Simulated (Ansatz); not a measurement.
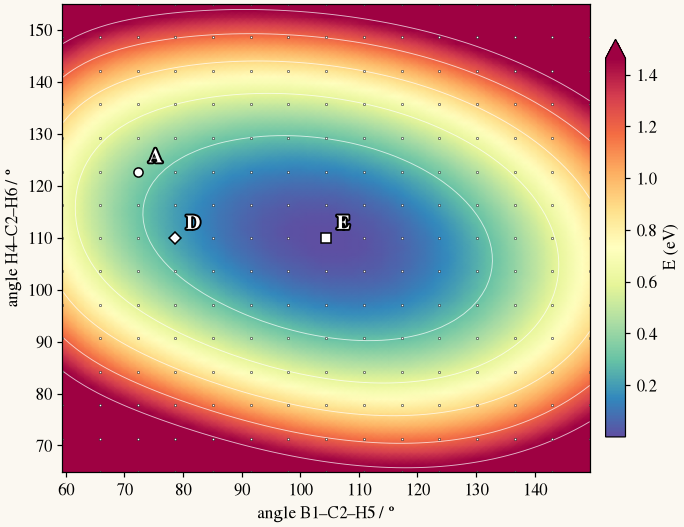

CH4B, SMILES [BH]C, spin multiplicity 2. 
- The first coordinate is: angle B1–C2–H5; the second: angle H4–C2–H6.
- Nothing is relaxed (all other coordinates rigid).
- The grid has 15 × 15 points.
- Points are written as (first, second).
- Energies: eV, counted from the lowest grid point.
- Level of theory: UHF-MP2, frozen core/def2-TZVP in Ansatz 0.2.0.

Drawn: a smooth colour map with a few white contour lines, dots at the grid points, one colour for all values above the top of the scale, lettered points. Between grid points the surface is interpolated.

> What kind of point is each of A, D, E: minimum, saddle, maximum or slope?

A: on a slope; D: on a slope; E: minimum. (In these two coordinates alone; a stationary point may lie a little off the grid point.)

> Rank the lettered points by energy, lowest first.

E (0.00 eV), D (0.22 eV), A (0.37 eV).
